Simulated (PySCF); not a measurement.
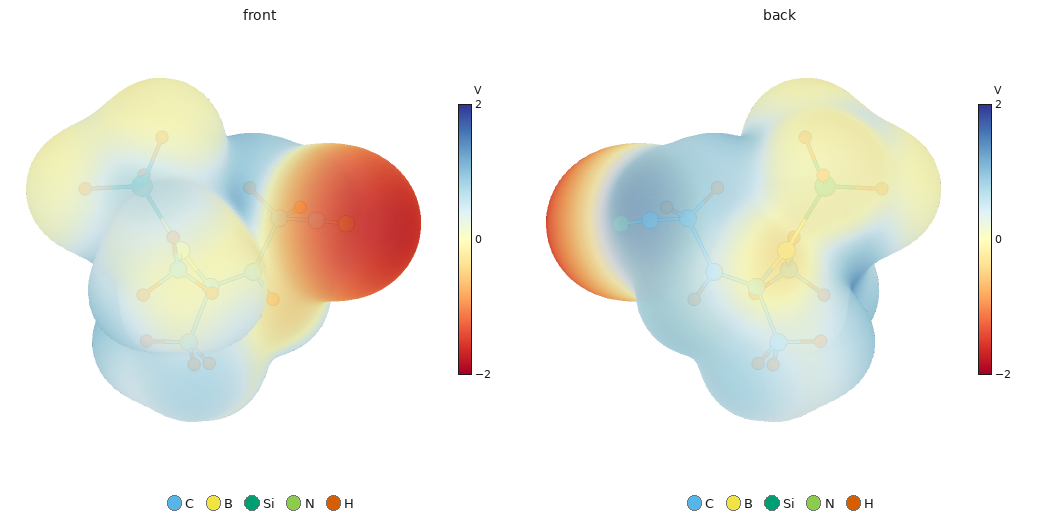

Figure 1: C6H12BNSi (SMILES CB([SiH3])/C(C)=C\CC#N). The molecular electrostatic potential painted on the density surface at 0.001 e/bohr³, seen from the front and from behind; the colour scale runs from red (negative) to blue (positive).

Geometry: GFN2-xTB.

All numbers below come from PySCF 2.14.0, PBE0/pcSseg-1, SCF density, gas phase, non-relativistic.

```xyz
21

C    -1.5803   -0.5377    1.5399
B    -0.8808    0.0197    0.2435
Si   -1.6568    1.5611   -0.7108
C     0.3497   -0.7571   -0.3147
C     0.1044   -2.1916   -0.7122
C     1.5749   -0.2443   -0.4418
C     1.9349    1.1529   -0.0080
C     2.2691    1.1379    1.3944
N     2.5291    1.0852    2.5068
H    -2.1111    0.2198    2.1133
H    -0.9050   -1.0607    2.2153
H    -2.3337   -1.2657    1.2293
H    -3.0614    1.3345   -1.0845
H    -1.6524    2.7986    0.0876
H    -0.9760    1.9159   -1.9682
H     0.9826   -2.6257   -1.1854
H    -0.1453   -2.7824    0.1682
H    -0.7348   -2.2567   -1.4037
H     2.4017   -0.8461   -0.7990
H     2.7959    1.5281   -0.5682
H     1.0866    1.8312   -0.1477
```

**Which sites attract a positive test charge, and which a negative one?**

A positive charge is drawn to the negative regions and a negative charge to the positive ones. The most negative region (about −1.7 V) lies over N9, the most positive (about +1.2 V) over B2. N9 is the likeliest acceptor of a hydrogen bond.
